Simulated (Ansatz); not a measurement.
## C2H7Ga: molecular dynamics (part 2 of 2)

Continued. System: C2H7Ga. Method: RKS B3LYP/def2-SVP (Ansatz 0.2.0). One setting was made poor on purpose. It belongs to a series of runs on one base structure; here: dynamics from the start.

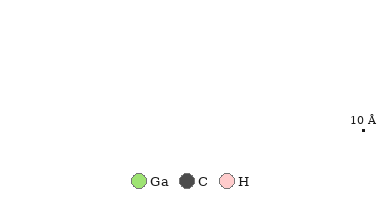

Fig. 1: The geometry at step 26 of the log (ball-and-stick view, seen at a tilt).

Trajectory as extended XYZ, continued
```
10
Properties=species:S:1:pos:R:3:forces:R:3 step=12 time_fs=48.0 energy=-54515.55433 temperature=67258621.2
Ga   -0.0532   -0.1194   -0.0475    0.5125   1.9971  -0.0937
C     6.1214    6.8251   10.1563   -0.0002  -0.0001  -0.0002
H   -33.0522    8.0686    9.4889    0.0010  -0.0003  -0.0002
H     1.3174   -2.5715    1.7539   -0.2742   0.1652  -0.2740
C     3.2044  -20.5573   -1.2885    0.0000   0.0001   0.0000
H   -32.4770  243.1366   51.5142    0.0000   0.0000   0.0000
H   -39.6194  -75.1415 -100.6572    0.0000   0.0000   0.0000
H    -4.1416   13.1264   -1.7683    0.0016  -0.0083  -0.0002
H    -3.1899    8.0120   -1.9510   -0.0011   0.0065   0.0006
H    -0.4225   -1.5974    0.0305   -0.2396  -2.1603   0.3676
10
Properties=species:S:1:pos:R:3:forces:R:3 step=14 time_fs=56.0 energy=-54521.98765 temperature=67261159.7
Ga    0.0184   -0.2107   -0.0009    0.1053  -0.9771   0.2755
C    13.6999   19.5018   27.1419    0.0000   0.0000   0.0000
H   -41.0969   10.0114   11.3408    0.0007  -0.0002  -0.0002
H     1.5129   -2.3145    0.6293   -1.5771   0.3677  -0.1487
C     4.1169  -27.7239   -2.6560    0.0000   0.0000   0.0000
H   -43.4369  323.7211   67.7059    0.0000   0.0000   0.0000
H  -123.3585 -226.1018 -304.8959    0.0000   0.0000   0.0000
H    -5.0929   15.2946   -2.6994   -3.5249  -0.0519  -3.3429
H    -5.9772   15.2815   -3.5380    3.5249   0.0519   3.3429
H    -0.2602   -2.2076    0.5474    1.4711   0.6096  -0.1266
10
Properties=species:S:1:pos:R:3:forces:R:3 step=16 time_fs=64.0 energy=-54517.12386 temperature=67259608.2
Ga    0.0908   -0.3089    0.0475   -0.1028   0.2050   0.1089
C    21.2784   32.1785   44.1275    0.0000   0.0000   0.0000
H   -49.1411   11.9540   13.1927    0.0005  -0.0001  -0.0001
H     0.8098   -1.9176   -0.4206    0.0145  -1.1310   1.8998
C     5.0294  -34.8904   -4.0236    0.0000   0.0000   0.0000
H   -54.3968  404.3055   83.8975    0.0000   0.0000   0.0000
H  -207.0977 -377.0621 -509.1346    0.0000   0.0000   0.0000
H    -7.1672   17.4334   -4.6981   -0.0075   0.0839   0.0107
H    -7.6417   22.5802   -4.0575    0.0079  -0.0850  -0.0105
H     0.7386   -2.4707    0.8641    0.0873   0.9272  -2.0088
10
Properties=species:S:1:pos:R:3:forces:R:3 step=18 time_fs=72.0 energy=-54515.97060 temperature=67258587.5
Ga    0.1632   -0.4062    0.0973    0.1111  -0.3215  -0.0668
C    28.8569   44.8552   61.1130    0.0000   0.0000   0.0000
H   -57.1851   13.8966   15.0445    0.0003  -0.0001  -0.0001
H    -0.0517   -2.0588   -0.6105    0.7817   0.1008   0.3997
C     5.9419  -42.0569   -5.3911    0.0000   0.0000   0.0000
H   -65.3567  484.8900  100.0891    0.0000   0.0000   0.0000
H  -290.8368 -528.0224 -713.3733    0.0000   0.0000   0.0000
H    -9.2894   19.7736   -6.6995    0.0001   0.0125   0.0028
H    -9.2580   29.6770   -4.5740    0.0000  -0.0127  -0.0027
H     1.8980   -2.2579    0.2204   -0.8933   0.2210  -0.3328
10
Properties=species:S:1:pos:R:3:forces:R:3 step=20 time_fs=80.0 energy=-54515.28160 temperature=67257936.6
Ga    0.2360   -0.5053    0.1469   -0.2093  -0.7604  -0.3040
C    36.4354   57.5319   78.0986    0.0000   0.0000   0.0000
H   -65.2289   15.8391   16.8962    0.0003  -0.0001  -0.0001
H    -0.4152   -2.2401   -0.5284    0.7236   0.7772   0.2580
C     6.8544  -49.2235   -6.7586    0.0000   0.0000   0.0000
H   -76.3166  565.4744  116.2808    0.0000   0.0000   0.0000
H  -374.5760 -678.9826 -917.6121    0.0000   0.0000   0.0000
H   -11.4116   22.1221   -8.6992    0.0002   0.0057   0.0015
H   -10.8742   36.7653   -5.0923   -0.0002  -0.0058  -0.0014
H     2.5322   -1.8872   -0.6816   -0.5146  -0.0167   0.0460
10
Properties=species:S:1:pos:R:3:forces:R:3 step=22 time_fs=88.0 energy=-54515.51768 temperature=67257808.3
Ga    0.3071   -0.6103    0.1943    0.8029   0.0990  -0.3307
C    44.0138   70.2086   95.0842    0.0000   0.0000   0.0000
H   -73.2725   17.7816   18.7478    0.0002   0.0000  -0.0001
H    -0.3525   -1.9990   -0.2997   -0.4662  -0.3761   0.0053
C     7.7669  -56.3900   -8.1262    0.0000   0.0000   0.0000
H   -87.2765  646.0588  132.4724    0.0000   0.0000   0.0000
H  -458.3151 -829.9429 -1121.8508    0.0000   0.0000   0.0000
H   -13.5337   24.4743  -10.6979    0.0002   0.0031   0.0009
H   -12.4906   43.8498   -5.6115   -0.0002  -0.0032  -0.0008
H     2.8548   -1.5222   -1.5724   -0.3369   0.2772   0.3254
10
Properties=species:S:1:pos:R:3:forces:R:3 step=24 time_fs=96.0 energy=-54515.35977 temperature=67257768.2
Ga    0.3852   -0.7109    0.2407   -0.1664  -0.7554  -0.4975
C    51.5923   82.8853  112.0698    0.0000   0.0000   0.0000
H   -81.3159   19.7241   20.5995    0.0002   0.0000   0.0000
H    -0.5795   -2.1624   -0.1560    0.3734   0.6826   0.2561
C     8.6794  -63.5565   -9.4937    0.0000   0.0000   0.0000
H   -98.2364  726.6433  148.6641    0.0000   0.0000   0.0000
H  -542.0542 -980.9032 -1326.0895    0.0000   0.0000   0.0000
H   -15.6557   26.8285  -12.6961    0.0002   0.0020   0.0006
H   -14.1070   50.9324   -6.1312   -0.0001  -0.0021  -0.0005
H     2.9838   -1.0627   -2.3098   -0.2072   0.0729   0.2414
10
Properties=species:S:1:pos:R:3:forces:R:3 step=26 time_fs=104.0 energy=-54515.04780 temperature=67257504.9
Ga    0.4651   -0.8125    0.2845   -0.8044  -1.1159  -0.3965
C    59.1708   95.5620  129.0554    0.0000   0.0000   0.0000
H   -89.3593   21.6665   22.4511    0.0001   0.0000   0.0000
H    -0.7974   -2.3077    0.0132    0.9157   1.1131   0.2360
C     9.5919  -70.7231  -10.8613    0.0000   0.0000   0.0000
H  -109.1963  807.2277  164.8557    0.0000   0.0000   0.0000
H  -625.7934 -1131.8634 -1530.3283    0.0000   0.0000   0.0000
H   -17.7775   29.1838  -14.6939    0.0001   0.0013   0.0004
H   -15.7236   58.0137   -6.6513   -0.0001  -0.0014  -0.0004
H     2.9797   -0.5524   -2.8953   -0.1115   0.0029   0.1606
10
Properties=species:S:1:pos:R:3:forces:R:3 step=28 time_fs=112.0 energy=-54514.90657 temperature=67257447.4
Ga    0.5394   -0.9224    0.3249    2.6557   2.2723  -0.1090
C    66.7493  108.2387  146.0410    0.0000   0.0000   0.0000
H   -97.4026   23.6090   24.3026    0.0001   0.0000   0.0000
H    -0.5549   -1.8765    0.3137   -2.5822  -2.2468  -0.0127
C    10.5044  -77.8896  -12.2288    0.0000   0.0000   0.0000
H  -120.1562  887.8121  181.0473    0.0000   0.0000   0.0000
H  -709.5325 -1282.8237 -1734.5670    0.0000   0.0000   0.0000
H   -19.8993   31.5400  -16.6915    0.0001   0.0009   0.0003
H   -17.3401   65.0940   -7.1715   -0.0001  -0.0010  -0.0003
H     2.9052   -0.0389   -3.3810   -0.0737  -0.0255   0.1217
10
Properties=species:S:1:pos:R:3:forces:R:3 step=30 time_fs=120.0 energy=-54514.96358 temperature=67257401.8
Ga    0.6245   -1.0233    0.3643   -1.1520  -0.7210   0.1132
C    74.3278  120.9154  163.0266    0.0000   0.0000   0.0000
H  -105.4458   25.5514   26.1542    0.0001   0.0000   0.0000
H    -1.0215   -2.0567    0.6183    1.1818   0.7416  -0.1755
C    11.4169  -85.0561  -13.5963    0.0000   0.0000   0.0000
H  -131.1161  968.3966  197.2390    0.0000   0.0000   0.0000
H  -793.2717 -1433.7839 -1938.8057    0.0000   0.0000   0.0000
H   -22.0210   33.8968  -18.6889    0.0001   0.0007   0.0002
H   -18.9568   72.1738   -7.6920   -0.0001  -0.0008  -0.0002
H     2.7878    0.4611   -3.7959   -0.0299  -0.0206   0.0624
10
Properties=species:S:1:pos:R:3:forces:R:3 step=32 time_fs=128.0 energy=-54515.10437 temperature=67257507.9
Ga    0.7014   -1.1293    0.4045   -0.7458  -0.3396   0.1635
C    81.9063  133.5921  180.0122    0.0000   0.0000   0.0000
H  -113.4889   27.4938   28.0057    0.0001   0.0000   0.0000
H    -0.8956   -1.8773    0.8272    0.7598   0.3551  -0.1985
C    12.3294  -92.2227  -14.9639    0.0000   0.0000   0.0000
H  -142.0760 1048.9810  213.4306    0.0000   0.0000   0.0000
H  -877.0108 -1584.7442 -2143.0444    0.0000   0.0000   0.0000
H   -24.1426   36.2540  -20.6861    0.0001   0.0005   0.0002
H   -20.5735   79.2530   -8.2126   -0.0001  -0.0006  -0.0002
H     2.6511    0.9484   -4.1715   -0.0141  -0.0155   0.0350
10
Properties=species:S:1:pos:R:3:forces:R:3 step=34 time_fs=136.0 energy=-54515.09019 temperature=67257423.2
Ga    0.7766   -1.2366    0.4443    1.0207   0.2652  -0.4433
C    89.4848  146.2688  196.9978    0.0000   0.0000   0.0000
H  -121.5320   29.4361   29.8573    0.0001   0.0000   0.0000
H    -0.6487   -1.5939    1.0389   -1.0137  -0.2543   0.4230
C    13.2419  -99.3892  -16.3314    0.0000   0.0000   0.0000
H  -153.0359 1129.5654  229.6222    0.0000   0.0000   0.0000
H  -960.7500 -1735.7045 -2347.2832    0.0000   0.0000   0.0000
H   -26.2642   38.6115  -22.6832    0.0003  -0.0003   0.0002
H   -22.1902   86.3319   -8.7333   -0.0001  -0.0001   0.0000
H     2.5053    1.4261   -4.5247   -0.0073  -0.0106   0.0201
10
Properties=species:S:1:pos:R:3:forces:R:3 step=36 time_fs=144.0 energy=-54514.88078 temperature=67257280.2
Ga    0.8588   -1.3413    0.4816   -1.2723  -0.0944   0.6746
C    97.0633  158.9455  213.9834    0.0000   0.0000   0.0000
H  -129.5751   31.3785   31.7088    0.0001   0.0000   0.0000
H    -0.8769   -1.4789    1.4146    1.2751   0.1008  -0.6851
C    14.1544 -106.5557  -17.6989    0.0000   0.0000   0.0000
H  -163.9958 1210.1499  245.8139    0.0000   0.0000   0.0000
H  -1044.4891 -1886.6647 -2551.5219    0.0000   0.0000   0.0000
H   -28.3856   40.9689  -24.6801    0.0003  -0.0003   0.0002
H   -23.8069   93.4107   -9.2540   -0.0001  -0.0001   0.0000
H     2.3548    1.8971   -4.8652   -0.0031  -0.0061   0.0103
10
Properties=species:S:1:pos:R:3:forces:R:3 step=38 time_fs=152.0 energy=-54515.10439 temperature=67257430.6
Ga    0.9310   -1.4468    0.5242    0.5487  -0.0521  -0.3688
C   104.6418  171.6222  230.9689    0.0000   0.0000   0.0000
H  -137.6181   33.3210   33.5603    0.0001   0.0000   0.0000
H    -0.4164   -1.3104    1.4195   -0.5471   0.0561   0.3627
C    15.0669 -113.7223  -19.0665    0.0000   0.0000   0.0000
H  -174.9557 1290.7343  262.0055    0.0000   0.0000   0.0000
H  -1128.2282 -2037.6250 -2755.7606    0.0000   0.0000   0.0000
H   -30.5069   43.3262  -26.6770    0.0002  -0.0003   0.0002
H   -25.4237  100.4894   -9.7747   -0.0001   0.0000   0.0000
H     2.2024    2.3644   -5.1993   -0.0018  -0.0037   0.0060
10
Properties=species:S:1:pos:R:3:forces:R:3 step=40 time_fs=160.0 energy=-54515.07043 temperature=67257496.2
Ga    1.0082   -1.5537    0.5627   -0.5804   0.2287   0.5004
C   112.2203  184.2989  247.9545    0.0000   0.0000   0.0000
H  -145.6610   35.2634   35.4117    0.0001   0.0000   0.0000
H    -0.2983   -1.0444    1.6952    0.5810  -0.2262  -0.5040
C    15.9794 -120.8888  -20.4340    0.0000   0.0000   0.0000
H  -185.9156 1371.3187  278.1971    0.0000   0.0000   0.0000
H  -1211.9674 -2188.5853 -2959.9993    0.0000   0.0000   0.0000
H   -32.6280   45.6832  -28.6737    0.0002  -0.0003   0.0002
H   -27.0406  107.5681  -10.2953    0.0000   0.0000   0.0000
H     2.0489    2.8295   -5.5297   -0.0009  -0.0023   0.0035
```

The run was set up as follows.

Input
```yaml
crystal:
  periodic: [false, false, false]
  atoms:
    - { symbol: Ga, position_ang: [-0.145161, -0.006323, -0.052786] }
    - { symbol: C, position_ang: [-0.118716, 0.109041, 1.934637] }
    - { symbol: H, position_ang: [-1.167439, 0.001526, 2.270489] }
    - { symbol: H, position_ang: [0.380303, -0.812071, 2.291275] }
    - { symbol: C, position_ang: [0.529592, 1.355211, 2.550466] }
    - { symbol: H, position_ang: [0.504284, 1.331578, 3.654256] }
    - { symbol: H, position_ang: [1.58683, 1.455947, 2.252307] }
    - { symbol: H, position_ang: [0.019618, 2.280578, 2.234018] }
    - { symbol: H, position_ang: [0.508047, 1.12398, -0.948203] }
    - { symbol: H, position_ang: [-0.826257, -1.249468, -0.754959] }
basis:
  gaussian: { orbitals: def2-SVP }
hamiltonian:
  xc: b3lyp
md:
  timestep: 4.0
  n_steps: 40
  ensemble: nve
  temperature: 2000.0
  initial_velocities: maxwell_boltzmann
  seed: 158732
```

Launch command:
```bash
ansatz run input.yaml --threads 2 --pin off --max-ram 3072MiB --backend cpu --events-out ev --progress --plain --runs-dir out
```

Results in brief

```json
{"quantity": "outcome", "value": "finished"}
{"quantity": "mean temperature over the second half", "value": "67257532 K"}
{"quantity": "trajectory", "value": "40 steps, 160 fs"}
{"quantity": "ensemble", "value": "nve"}
{"quantity": "temperature in the input", "value": "2000.0 K"}
{"quantity": "time step", "value": "4.0 fs"}
{"quantity": "potential energy (last step)", "value": "−54515.0717 eV"}
{"quantity": "mean-field energy (last step)", "value": "−54515.0717 eV"}
{"quantity": "largest force (length of the vector) (last step)", "value": "0.802 eV/Å"}
{"quantity": "hardware", "value": "2 threads of AMD EPYC (Zen 3), 32 GiB of memory available, shared host"}
{"quantity": "wall time", "value": "16 min (CPU time 32 min)"}
{"quantity": "peak memory", "value": "0.26 GiB"}
```

Remarks

A deliberately poor setting: time step. So short a trajectory is not equilibrated. The integration failed: the conserved energy drifts or the temperature runs away, so the later frames and the averages aren't results; the time step is too long for this system.
